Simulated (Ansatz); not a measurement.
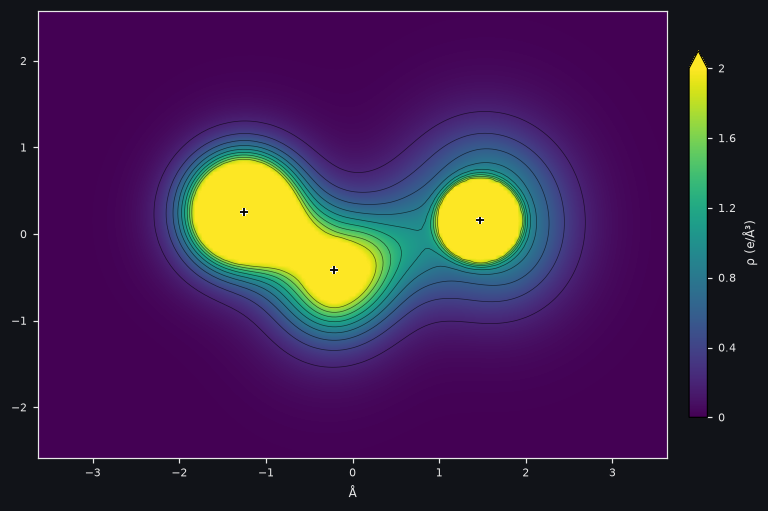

The total electron density on a plane through atoms (crosses mark nuclei in the plane).

All numbers below come from isolated molecule in a Gaussian basis; Kohn-Sham density functional theory, functional PBE0 (Ansatz).

Candidates:
A. C$_{2}$H$_{5}$Ga (SMILES C[CH2][Ga])
B. BH$_{3}$Si$_{2}$ (SMILES B1[Si][SiH2]1)
C. COP (SMILES [O-]C#P) (charge −1, triplet)

Question: Which system is this?

Answer: Candidate C: COP on the molecular plane, which holds C, O and P. C–O (1.24 Å): the density is about 3.1 e/Å³ at the midpoint. C–P (1.78 Å): the density is about 1.1 e/Å³ at the midpoint.
